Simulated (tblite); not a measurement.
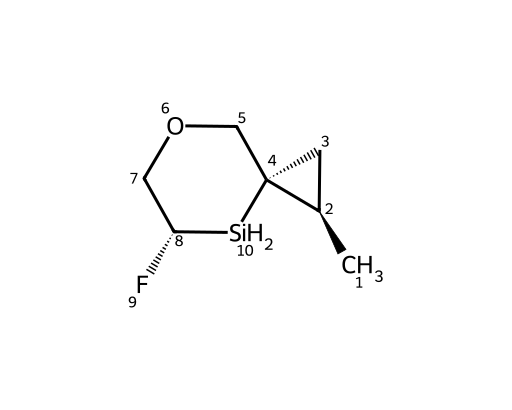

Skeletal drawing with numbered atoms; wedges and dashes mark any stereocentres. The configuration is that of a computed structure (GFN2-xTB).

### Assign CIP descriptors.

C2: R; C4: R; C8: S.
